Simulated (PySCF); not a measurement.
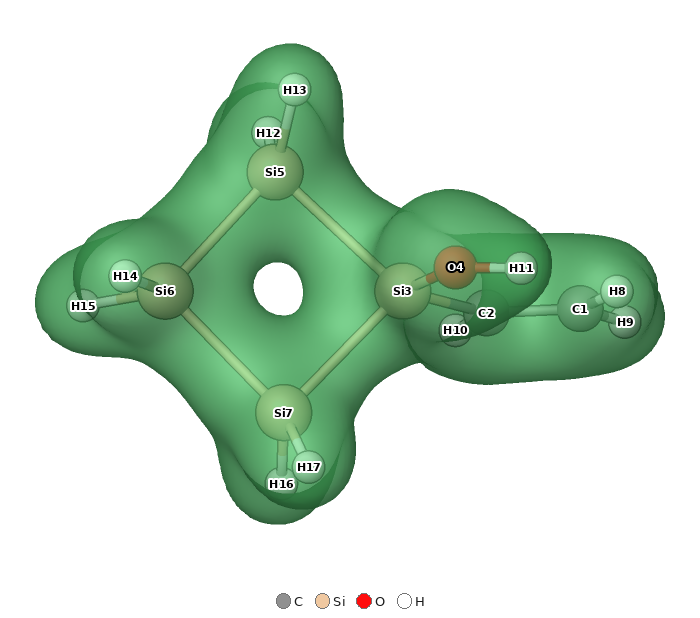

Figure 1: C2H10OSi4 (charge +1, doublet). Isosurface of the electron density at 0.2 e/Å³ (green), seen at a tilt.

Geometry: GFN2-xTB.

Computed with UKS B3LYP, pcH-1 on C H O Si, non-relativistic, mean-field spin-orbit, GIAO (PySCF 2.14.0, density-fitted response routines).

Input

```
{"job": {"kind": "epr", "basis": "pcH-1"}, "charge": 1, "multiplicity": 2}
C      3.283591     0.018182    -0.111050
C      2.052226    -0.240648    -0.545444
Si     0.467126     0.143781     0.383003
O      0.722925     0.819604     1.824195
Si    -1.376690     1.526440    -0.508954
Si    -2.936966    -0.209125     0.076564
Si    -1.172827    -1.667146     0.818489
H      3.476233     0.489065     0.840531
H      4.158523    -0.228694    -0.690349
H      1.948050    -0.712917    -1.514221
H      1.537353     0.977962     2.297496
H     -1.102167     1.815848    -1.920903
H     -1.468925     2.850446     0.111359
H     -3.901658     0.153827     1.120430
H     -3.757502    -0.725996    -1.024169
H     -0.794330    -2.839280     0.021783
H     -1.141959    -2.159319     2.197889
```

Launched as:

```sh
OMP_NUM_THREADS=1 python probes_run.py task.json out
```

How is the density connected at this value?

Answer. At this value the surface is in one piece. It bridges the sampled C–C (1.33 Å), Si–O (1.61 Å), C–Si (1.88 Å) and Si–Si (2.41 Å) contacts, where the density stays above the isovalue. On the grid the lowest density along these lines, outside the cores, is 2 e/Å³ (C–C, 1.33 Å), 1.7 e/Å³ (Si–O, 1.61 Å), 0.75 e/Å³ (C–Si, 1.88 Å) and 0.55 e/Å³ (Si–Si, 2.41 Å).
